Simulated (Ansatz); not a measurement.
# Ge(111) with NH2 on 50 % of the top atoms and H on the rest: bands and core levels, part 2 of 4

Wanted: the XPS lines and the band structure of Ge(111) with NH2 on 50 % of the top atoms and H on the rest.

Ansatz 0.2.0; DFT, PBE, plane-wave PAW, default files, scalar-relativistic.

So far, gap on the k-mesh (eV): step 2 (relaxation) 0.544.

**3. Layer-resolved bands, DOS and potential**

The main run: bands along the zone's path, each state's share in the top and middle regions, the DOS and the planar potential. The cell holds 4 small cells, so the bands are unfolded.

The input, input.yaml:

```yaml
crystal:
  lattice:
    - [8.004448763, 0.0, 0.0]
    - [4.0022243815, 6.9320559721, 0.0]
    - [0.0, 0.0, 25.2625556781]
  atoms:
    - { symbol: H, position: [0.0849469276, 0.0340906249, 0.7236707985] }
    - { symbol: H, position: [0.8809624475, 0.0340906249, 0.7236707985] }
    - { symbol: H, position: [0.5849469276, 0.0340906249, 0.7236707985] }
    - { symbol: H, position: [0.3809624475, 0.0340906249, 0.7236707985] }
    - { symbol: "N", position: [0.0154413788, -0.0308827576, 0.7070701788] }
    - { symbol: "N", position: [0.5154413788, -0.0308827576, 0.7070701788] }
    - { symbol: H, position: [0.0022020288, 0.4955959424, 0.6940122291] }
    - { symbol: H, position: [0.5022020288, 0.4955959424, 0.6940122291] }
    - { symbol: Ge, position: [0.0026553492, -0.0053106984, 0.6324365684] }
    - { symbol: Ge, position: [0.5026553492, -0.0053106984, 0.6324365684] }
    - { symbol: Ge, position: [0.002028051, 0.4959438981, 0.6324478274] }
    - { symbol: Ge, position: [0.502028051, 0.4959438981, 0.6324478274] }
    - { symbol: Ge, position: [0.8349308871, 0.3301382258, 0.600114409] }
    - { symbol: Ge, position: [0.3349308871, 0.3301382258, 0.600114409] }
    - { symbol: Ge, position: [0.8356799127, 0.8286401746, 0.600267357] }
    - { symbol: Ge, position: [0.3356799127, 0.8286401746, 0.600267357] }
    - { symbol: Ge, position: [0.8333845684, 0.3332308633, 0.5022372013] }
    - { symbol: Ge, position: [0.3333845684, 0.3332308633, 0.5022372013] }
    - { symbol: Ge, position: [0.8332341373, 0.8335317254, 0.5022304729] }
    - { symbol: Ge, position: [0.3332341373, 0.8335317254, 0.5022304729] }
    - { symbol: Ge, position: [0.1665225161, 0.1669549679, 0.4686252045] }
    - { symbol: Ge, position: [0.6665225161, 0.1669549679, 0.4686252045] }
    - { symbol: Ge, position: [0.1666842323, 0.6666315354, 0.4686133817] }
    - { symbol: Ge, position: [0.6666842323, 0.6666315354, 0.4686133817] }
    - { symbol: Ge, position: [0.1666666665, 0.166666667, 0.370783968] }
    - { symbol: Ge, position: [0.6666666665, 0.166666667, 0.370783968] }
    - { symbol: Ge, position: [0.1666666665, 0.666666667, 0.370783968] }
    - { symbol: Ge, position: [0.6666666665, 0.666666667, 0.370783968] }
    - { symbol: Ge, position: [0.0, 0.0, 0.338445568] }
    - { symbol: Ge, position: [0.5, 0.0, 0.338445568] }
    - { symbol: Ge, position: [0.0, 0.5, 0.338445568] }
    - { symbol: Ge, position: [0.5, 0.5, 0.338445568] }
    - { symbol: H, position: [0.0, 0.0, 0.277089939] }
    - { symbol: H, position: [0.5, 0.0, 0.277089939] }
    - { symbol: H, position: [0.0, 0.5, 0.277089939] }
    - { symbol: H, position: [0.5, 0.5, 0.277089939] }
kpoints:
  mp_grid: { grid: [3, 3, 1] }
scf:
  occupations: { method: fermi_dirac, width: 0.02 }
  n_extra_bands: 41
hamiltonian:
  xc: pbe
  pseudopotentials: { kind: paw }
output:
  forces: true
  write_potential: true
  volumetric_format: []
  dos:
    projected:
      site_lists:
        adsorbate: [4, 0, 1, 5, 2, 3, 6, 7]
        layer_1: [8, 9, 10, 11]
        layer_2: [12, 13, 14, 15]
        layer_3: [16, 17, 18, 19]
        middle: [20, 21, 22, 23]
        other_layers: [24, 25, 26, 27, 28, 29, 30, 31, 32, 33, 34, 35]
    de: 0.05
    e_range: [-30, 12]
    method: { smearing: { sigma: 0.12, scheme: gaussian } }
  eigenstates:
    kpoints:
      - [0.33333333, -0.33333333, 0.0]
      - [0.25, -0.375, 0.0]
      - [0.16666667, -0.41666667, 0.0]
      - [0.08333333, -0.45833333, 0.0]
      - [0.0, 0.5, 0.0]
      - [-0.08333333, 0.45833333, 0.0]
      # [... 29 more points ...]
      - [0.25, 0.5, 0.0]
      - [0.29166667, -0.41666667, 0.0]
    e_range: [-8.0, 6.0]
    unfold:
      supercell_matrix: [[2, 0, 0], [0, 2, 0], [0, 0, 1]]
      layers:
        axis: 3
        edges: [0.118753, 0.38681, 0.393065, 0.607696, 0.616355, 0.882005]
efield:
  axis: 3
  dipole_correction: true
```

The run is started by

```console
> ansatz run input.yaml --threads 8 --pin off --max-ram 22528MiB --backend cpu --events-out ev --progress --plain --runs-dir out
```

Numbers of over 12 decimals in the logs are rounded to 6 here.

Output:

```text
[...]
Crystal: 36 atoms, lattice volume = 1401.751 Å³
Basis set: ecut = 420 eV, 27487 PW (Γ), exchange–correlation on 108×108×360 points (8 copies of the dense FFT grid, shifted against one another)
Bands: 219, of which v1, the nominal top of the filled ones, is band 178 counted from 1 (177 counted from 0)
Symmetry: 4 space group operations
[...]
k-points: 4 of 9 (time reversal used)
[...]
SCF iter   1: F=—  HF=-104005.257659 eV  |F-HF|=—  |Δ(HF+E_count)|=         —  Δρ=1.39e-3  dr2=7.27e-2  ethr=1.77e-3  p=0.094 e·Å  D=1.21e-2 V/Å  ΔV_dip=-0.30 eV  dr2_dipole=3.11e-4  V_vac-E_F(+/−)=3.86/4.16 eV  ⟨swp⟩=6.0  Hψ=3215  notcnv=0  defer=41
[...]
SCF iter   9: F=-104005.243776 eV  HF=-104005.243775 eV  |F-HF|=1.46e-7  |Δ(HF+E_count)|=   1.69e-6  Δρ=2.52e-6  dr2=8.19e-8  ethr=2.81e-11  p=0.082 e·Å  D=1.06e-2 V/Å  ΔV_dip=-0.27 eV  dr2_dipole=1.68e-10  V_vac-E_F(+/−)=3.74/4.01 eV  ⟨swp⟩=16.0  Hψ=6902  notcnv=0
SCF 1 converged in 9 iterations: F = -104005.243776 eV  dr2 = 8.19e-8
[...]
NSCF: frozen V_eff on 37 k-points
efield: sawtooth ramp at fractional position 0.9504 (kept from the solve that this one continues, or follows in the run), width 0.1000; the density the first Hamiltonian is built on has a dipole p = 0.082 e·Å; the dipole correction subtracts the counter field D = 1.06e-2 V/Å, which shifts the + side's vacuum level by -0.27 eV against the − side's; the planar-averaged density in the ramp window peaks in size at 2.8e-5 e/Å³
[...]
SCF converged after 9 iterations
Free energy (F): -104005.243776 eV
[...]
Internal energy: -104005.243775 eV  (E = F + TS)
E sigma→0 (E₀):  -104005.243775 eV
Entropy (-TS):   -0.000000 eV (-0.000 meV/atom)
Fermi energy:    1.260436 eV
Dipole field:    D = 0.010639 V/Å  (p = 0.082414 e·Å, saw-weighted, corrected)
Work function:   Φ+ = 3.7384 eV   Φ− = 4.0071 eV
[...]
--- Forces (eV/Å), atoms counted from 1 ---
  atom   1  H     -0.00347785     0.00052790    -0.00087216
  atom   2  H      0.00347785     0.00052790    -0.00087216
  atom   3  H     -0.00347785     0.00052790    -0.00087216
  atom   4  H      0.00347785     0.00052790    -0.00087216
  atom   5  N     -0.00000000     0.00019166    -0.00140391
  atom   6  N     -0.00000000     0.00019166    -0.00140391
  atom   7  H      0.00000000    -0.00137031    -0.00066618
  atom   8  H      0.00000000    -0.00137031    -0.00066618
  atom   9  Ge    -0.00000000     0.00281026     0.00424795
  atom  10  Ge    -0.00000000     0.00281026     0.00424795
  atom  11  Ge     0.00000000     0.00131467    -0.00024482
  atom  12  Ge     0.00000000     0.00131467    -0.00024482
  atom  13  Ge    -0.00000000    -0.00153674    -0.00112920
  atom  14  Ge    -0.00000000    -0.00153674    -0.00112920
  atom  15  Ge    -0.00000000    -0.00165054     0.00135355
  atom  16  Ge    -0.00000000    -0.00165054     0.00135355
  atom  17  Ge     0.00000000     0.00235631     0.00095325
  atom  18  Ge     0.00000000     0.00235631     0.00095325
  atom  19  Ge    -0.00000000     0.00056554     0.00032414
  atom  20  Ge    -0.00000000     0.00056554     0.00032414
  atom  21  Ge     0.00000000     0.00011961    -0.00018152
  atom  22  Ge     0.00000000     0.00011961    -0.00018152
  atom  23  Ge    -0.00000000    -0.00219670    -0.00081435
  atom  24  Ge    -0.00000000    -0.00219670    -0.00081435
  atom  25  Ge     0.00000000    -0.01406618    -0.04882940
  atom  26  Ge     0.00000000    -0.01406618    -0.04882940
  atom  27  Ge     0.00000000     0.01093840    -0.05390167
  atom  28  Ge     0.00000000     0.01093840    -0.05390167
  atom  29  Ge    -0.00000000    -0.00210919     0.13847802
  atom  30  Ge    -0.00000000    -0.00210919     0.13847802
  atom  31  Ge     0.00000000     0.00414372     0.14696440
  atom  32  Ge     0.00000000     0.00414372     0.14696440
  atom  33  H      0.00000000     0.00092903    -0.09339252
  atom  34  H      0.00000000     0.00092903    -0.09339252
  atom  35  H      0.00000000    -0.00153379    -0.09002970
  atom  36  H      0.00000000    -0.00153379    -0.09002970
  max |Σ_I F_I| component: 7.69e-5 eV/Å
--- Band table (eV) ---
  k-point 0: bands = [... 174 lower, 0.4218, 0.4819, 0.9529, 0.9867, 1.5308, 1.7411, 1.8506, 1.9705, ... 37 higher]
  k-point 1: bands = [... 174 lower, -0.3977, -0.2156, -0.0941, 0.4889, 2.1310, 2.2635, 2.6114, 2.7220, ... 37 higher]
  k-point 2: bands = [... 174 lower, -0.4029, -0.1298, -0.0250, 0.5271, 2.1812, 2.2462, 2.6035, 2.7047, ... 37 higher]
  k-point 3: bands = [... 174 lower, -0.6447, -0.4534, -0.3577, -0.2992, 2.9197, 3.1235, 3.2874, 3.3345, ... 37 higher]
```

Elapsed: 8 min, on 8 threads of Arm Neoverse V1, shared host; peak memory 15 GiB.

This step gave:

* gap on the k-mesh: 0.5441 eV
* zero of energy: valence-band maximum
* share of occupied states in no projected shell: 0.0024 of the occupied states in the window

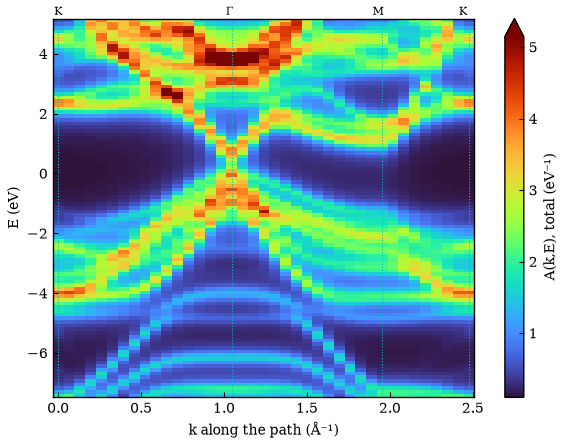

A(k,E), total over k along the path and E. Zero: valence-band maximum.

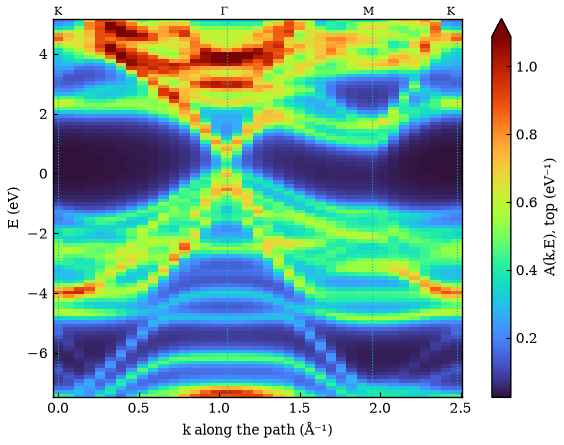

A(k,E), top over k along the path and E. Zero: valence-band maximum.

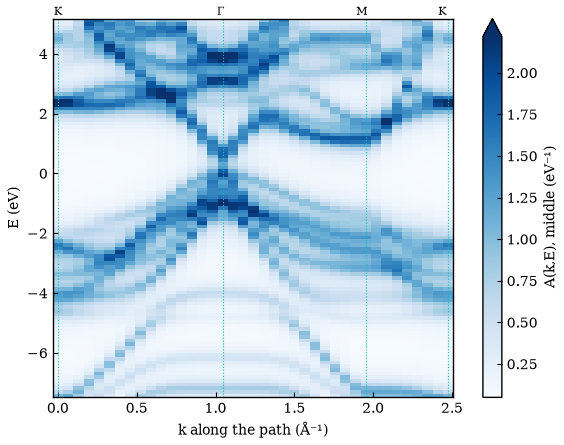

A(k,E), middle over k along the path and E. Zero: valence-band maximum.

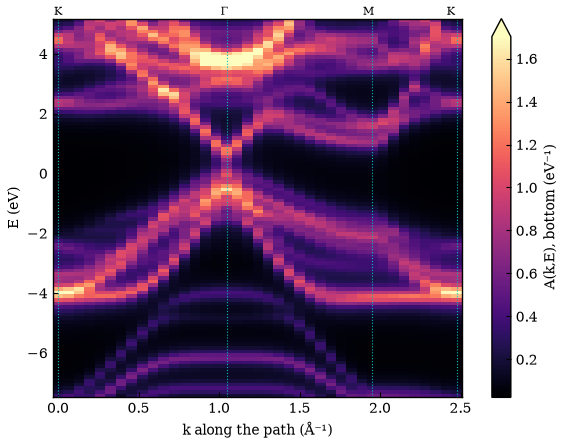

A(k,E), bottom over k along the path and E. Zero: valence-band maximum.

Peaks of A(k,E) at the labelled points: for each region the eleven nearest the zero at most, each over 6 % of that point's highest, less those above the energy where the solved bands run out; weight and spread sum the levels within three half widths or 0.3 eV, so near peaks share levels. Peaks of the spectral function, the first 40 of 111 rows:

```csv
point,weight on,E (eV),A (1/eV),weight near the peak,rms spread of levels (eV)
K,total,-4.61,1.862,1.654,0.217
K,total,-3.99,4.175,3.071,0.136
K,total,-3.41,2.176,3.349,0.342
K,total,-2.43,2.791,2.601,0.288
K,total,2.35,4.018,2.935,0.111
K,total,3.65,1.03,0.68,0.229
K,total,4.51,3.272,2.591,0.15
K,top,-6.59,0.127,0.054,0
K,top,-5.29,0.158,0.05,0
K,top,-4.63,0.607,0.448,0.202
K,top,-3.97,0.852,0.674,0.216
K,top,-2.69,0.546,0.59,0.257
K,top,-2.47,0.538,0.596,0.261
K,top,-1.89,0.367,0.426,0.252
K,top,-1.31,0.229,0.254,0.284
K,top,2.35,0.637,0.488,0.144
K,top,4.53,0.892,0.705,0.183
K,middle,-4.63,0.872,0.829,0.217
K,middle,-4.01,1.316,0.996,0.14
K,middle,-3.39,0.968,0.941,0.346
K,middle,-2.43,1.637,1.404,0.248
K,middle,2.35,2.378,1.75,0.107
K,middle,3.63,0.39,0.227,0.213
K,middle,4.51,1.131,0.863,0.137
K,bottom,-3.99,1.771,1.281,0.124
K,bottom,-3.41,0.842,1.402,0.284
K,bottom,-2.43,0.551,0.389,0.199
K,bottom,2.35,0.911,0.631,0.094
K,bottom,3.65,0.336,0.2,0.205
K,bottom,4.45,1.196,0.958,0.132
Γ,total,-3.99,1.338,0.822,0.064
Γ,total,-2.51,0.836,0.482,0.185
Γ,total,-1.45,2.223,2.896,0.232
Γ,total,-0.97,4.136,4.867,0.347
Γ,total,-0.55,4.246,5.933,0.396
Γ,total,-0.03,4.114,4.937,0.403
Γ,total,0.77,3.955,3.024,0.146
Γ,total,2.35,1.845,1.54,0.276
Γ,total,3.09,4.572,3.066,0.176
Γ,total,3.77,6.828,5.264,0.13
```

The DOS has structure finer than the step of the table below, so its rows give means over 2.5 eV, whole bins alone (the curve runs from -26.6 to 4.90 eV). Peaks (eV: height): total -24.50: 554; Ge 4p -3.00: 20.1, -2.10: 18.8, 3.80: 19.4, 4.50: 20.4; Ge 4s -10.40: 9.56, -10.00: 12.5, -9.30: 8.98, -7.50: 9.94; N 2p -8.00: 3.10, -7.50: 4.51, -4.70: 3.26, -2.30: 2.62; H 1s -16.80: 3.94, -7.50: 3.00, -4.10: 5.16, 3.90: 2.28.

DOS against E, zero at the valence-band maximum; means over each step; values in states/eV/cell:

```csv
E (eV),total,Ge 4p,Ge 4s,N 2p,H 1s,N 2s,Ge 3d
-25.0,96.0,0.0485,0.0230,0.00446,0.0114,0.00648,95.9
-22.5,0,0,0,0,0,0,0
-20.0,0,0,0,0,0,0,0
-17.5,1.60,0.0843,0.0656,0.0408,0.431,0.951,0.00769
-15.0,0,0,0,0,0,0,0
-12.5,1.87,0.322,1.48,0.0122,0.0475,0.00284,6.5e-4
-10.0,7.90,1.92,5.48,0.135,0.314,0.00840,0.00908
-7.5,8.91,2.73,3.76,1.31,1.01,0.00279,0.0110
-5.0,7.29,4.41,1.10,0.588,1.06,0.0533,0.00978
-2.5,16.6,13.7,0.604,1.33,0.697,0.0943,0.0196
0.0,3.59,2.74,0.589,0.0934,0.0661,0.0134,0.00488
2.5,15.8,9.26,3.50,0.171,0.883,0.163,0.0131
```

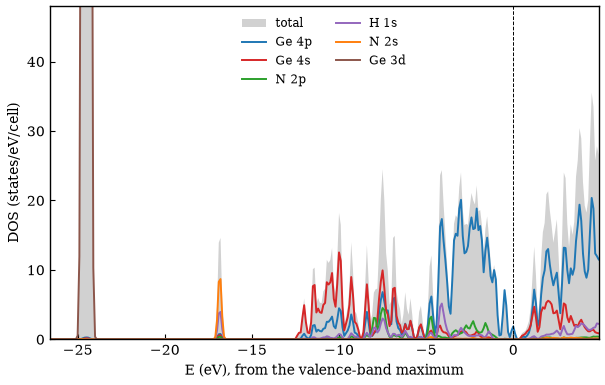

DOS, plotted against E. The peaks of deep states run off the scale.

Simulated valence spectra by photon energy, shown to 13 eV, since a deeper line would dwarf them at some energies; the 100 % can be that line's tail at the edge; this run's widths, added to any smearing of the DOS itself: Gaussian 0.2 eV, Lorentzian 0.05 eV. The intensity by binding energy, zero at the valence-band maximum; values in % of the maximum within 13 eV:

```csv
binding energy (eV),21.2 eV,100 eV,250 eV,1486.7 eV,8047.8 eV
-1,0.179,0.216,0.547,0.290,0.110
0,3.36,1.48,5.15,5.80,2.14
1,22.1,12.7,28.2,30.5,11.3
2,58.8,38.8,70.4,74.7,32.4
3,62.9,37.2,74.4,81.7,36.4
4,51.8,19.9,50.5,62.6,30.5
5,16.4,17.1,17.1,10.9,6.35
6,12.9,12.4,20.0,22.9,19.7
7,20.2,20.9,38.4,47.4,42.2
8,56.8,54.4,35.6,17.5,14.6
9,7.56,10.3,19.7,24.3,24.0
10,15.6,28.3,71.0,98.1,98.1
11,5.02,11.4,30.4,42.4,43.0
12,-,7.13,20.7,30.2,32.1
```

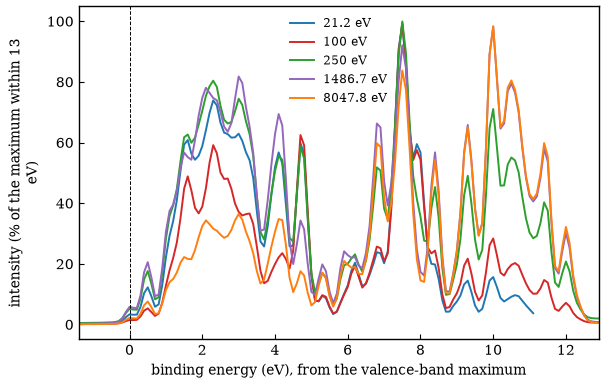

Intensity, plotted against binding energy.

Maxima picked by a test of local sharpness, so broad peaks and shoulders can be missing; peaks within 0.45 eV of a curve's cut are left out. Valence peaks, by row, the first 40 of 70 rows:

```csv
photon energy (eV),binding energy (eV),height (% of the maximum within 13 eV),main shell,its share (%)
21.2,10.63,9.745,Ge 4p,55.36
21.2,9.976,16.02,Ge 4p,49.46
21.2,9.276,14.84,Ge 4p,37.81
21.2,7.926,60.76,N 2p,71.28
21.2,7.476,100,N 2p,64.97
21.2,6.826,24.54,Ge 4p,41.92
21.2,6.176,20.57,N 2p,55.36
21.2,5.326,9.707,N 2p,46.14
21.2,4.726,61.96,N 2p,67.48
21.2,4.126,57.13,Ge 4p,50.53
21.2,2.976,62.96,Ge 4p,59.33
21.2,2.326,74.37,N 2p,49.32
21.2,1.576,61.58,N 2p,50.51
21.2,0.4763,12.46,Ge 4p,88.64
100,24.48,14077,Ge 3d,99.99
100,16.83,193.4,N 2s,90.47
100,9.976,29,Ge 4s,67.79
100,9.276,22.16,Ge 4s,57.33
100,8.376,24.85,N 2p,44.38
100,7.926,58.48,N 2p,86.4
100,7.476,100,N 2p,75.81
100,6.826,26.45,N 2p,41.66
100,4.726,64.93,N 2p,75.13
100,4.226,23.56,N 2p,36.27
100,3.276,36.89,N 2p,61.95
100,2.676,48.39,N 2p,71.44
100,2.326,59.62,N 2p,71.78
100,1.576,49.11,N 2p,73.9
250,24.48,51743,Ge 3d,100
250,16.83,248.2,N 2s,90.25
250,11.43,41.4,Ge 4s,80.88
250,10.48,55.17,Ge 4s,78.16
250,9.976,72.39,Ge 4s,76.09
250,9.276,49.61,Ge 4s,72.29
250,8.376,45.68,Ge 4s,64.68
250,7.526,100,Ge 4s,43.05
250,6.826,53.9,Ge 4s,58.01
250,4.726,60.63,N 2p,37.14
250,4.126,56.34,Ge 4p,69.96
250,3.026,74.86,Ge 4p,71.57
```

The planar mean, electrostatic potential oscillates, so the rows of the table below give means over windows of 2 Å about each position, cut where the curve ends. Its maxima inside the range that stand out by 2 % of the span (Å: eV): 7.3: 2.24, 10.7: 1.97, 13.9: 2.01, 17.1: 2.16. Its minima: 7.0: 1.87, 9.0: -9.58, 12.2: -9.36, 15.6: -9.59, 18.1: 0.141.

From the valence-band maximum. The planar mean, electrostatic potential by z; means over each step:

```csv
z (Å),"planar mean, electrostatic potential (eV)"
0,4.20
2,4.28
4,4.28
6,3.80
8,-2.99
10,-2.68
12,-6.26
14,-1.09
16,-5.76
18,1.51
20,3.97
22,4.01
24,4.04
```

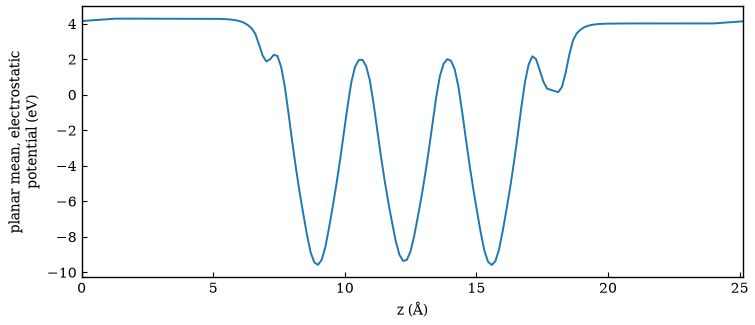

Planar mean, electrostatic potential, plotted against z.

The intensity has structure finer than the step of the table below, so its rows give means over 2 eV, whole bins alone (the curve runs from -26.6 to 1.40 eV). Peaks (eV: height): N K -7.6: 99.3, -4.7: 52.3, -2.4: 64.6; N K, E along x -7.6: 258; N K, E along y -4.7: 45.7, -2.4: 163; N K, E along z -6.3: 42.6, -4.7: 110, -2.6: 30.3; Ge K-beta valence -2.6: 100.0.

Shapes are the site's partial DOS without matrix elements, which overweights lines from ligand s bands. Intensity against emission energy less the core level's binding energy, zero at the valence-band maximum; means over each step; 7 of 9 lines; values in % of the unpolarised maximum:

```csv
emission energy less the core level's binding energy (eV),N K,"N K, E along x","N K, E along y","N K, E along z",Ge K-beta valence,"Ge K-beta valence, E along x","Ge K-beta valence, E along y"
-24,0.192,0.103,0.108,0.366,0.840,0.846,0.845
-22,0.0262,0.0261,0.0274,0.0251,0.770,0.759,0.759
-20,0.0375,0.0347,0.0467,0.0313,0.979,0.933,0.933
-18,0.586,0.0521,1.60,0.104,1.58,1.31,1.31
-16,1.36,0.0830,3.79,0.212,2.27,1.96,1.96
-14,0.117,0.134,0.0886,0.127,3.48,3.53,3.51
-12,1.02,0.334,0.257,2.48,9.62,10.1,10.1
-10,5.67,1.84,0.946,14.2,19.0,20.7,20.3
-8,52.1,127,2.25,26.8,25.8,25.8,25.5
-6,16.4,8.64,6.54,34.1,34.1,31.1,32.3
-4,31.0,1.32,46.9,44.9,73.8,70.1,70.9
-2,48.9,1.08,121,24.7,89.5,92.1,90.6
0,2.60,0.162,6.57,1.07,34.6,38.4,38.7
```

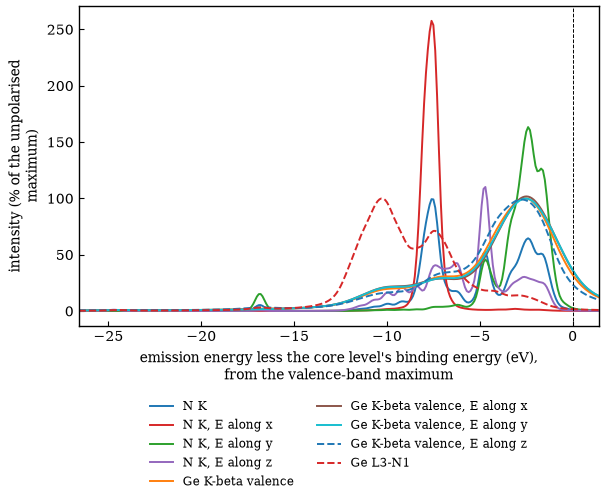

Intensity against emission energy less the core level's binding energy.

(Continued in part 3 of 4.)

[Logs are printed without paths, hosts, clocks, repeated set-up lines and the standing remarks that a program may print on its own settings, such as how far it seeks lower states.]

[Hosts, paths, dates, database ids (printed as entryN), source tags and the programs' standing remarks are cut or masked in the printed files.]

[Maps of the electrostatic potential energy from Ansatz leave out the sawtooth potential of an applied field or a dipole correction, so their vacuum need not be flat; work functions include it.]
